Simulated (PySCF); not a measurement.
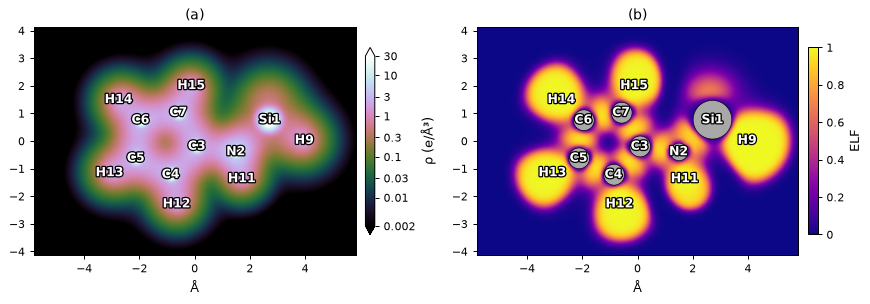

The picture shows: C5H8NSi (SMILES [SiH3]N[c-]1cccc1) (charge −1). (a) total electron density; (b) electron localisation function on the plane of atoms C5, C6 and C7. Grey discs cover the atomic cores in the ELF map.

Geometry: GFN2-xTB.

Level of theory: PySCF 2.14.0, PBE0/pcSseg-1, SCF density, gas phase, non-relativistic.

Input file:

```
{"job": {"kind": "nmr", "xc": "PBE0", "basis": "pcSseg-1"}, "charge": -1, "multiplicity": 1}
Si    -2.537001    -0.039851     0.365610
N     -1.172902    -0.543661    -0.496136
C      0.185305    -0.189540    -0.259179
C      1.248272    -0.519232    -1.099089
C      2.413984    -0.012957    -0.520386
C      2.065495     0.625717     0.666124
C      0.682537     0.520426     0.830009
H     -2.836922     1.412921     0.431931
H     -3.681564    -0.673026    -0.325231
H     -2.519607    -0.500650     1.768541
H     -1.283085    -0.937857    -1.419026
H      1.174593    -1.070487    -2.030690
H      3.414433    -0.101351    -0.929097
H      2.748388     1.121546     1.347007
H      0.093661     0.915992     1.647700
```

Run with:

```sh
OMP_NUM_THREADS=1 python probes_run.py task.json out
```

Interpret the plot.

Answer.
- Atoms in the plane: Si, N, C and H.
- C–C (1.39 Å): ρ at the midpoint is about 2 e/Å³; the ELF peaks at about 0.95 between the atoms (a covalent bond).
- C–N (1.42 Å): ρ at the midpoint is about 2 e/Å³; the ELF peaks at about 0.95 between the atoms, as expected for a covalent bond.
- Si–N (1.69 Å): ρ is about 1.2 e/Å³ halfway; the ELF peaks at about 0.90 between the atoms; a shared but strongly polarised pair.
- N–H (1.01 Å): the density is about 2.8 e/Å³ at the midpoint; the ELF climbs to about 1 towards the hydrogen, as it does in any bond to H: an ordinary covalent bond to hydrogen.
- C–H (1.08 Å): the density is about 1.9 e/Å³ at the midpoint; the ELF climbs to about 1 towards the hydrogen; an ordinary covalent bond to hydrogen.
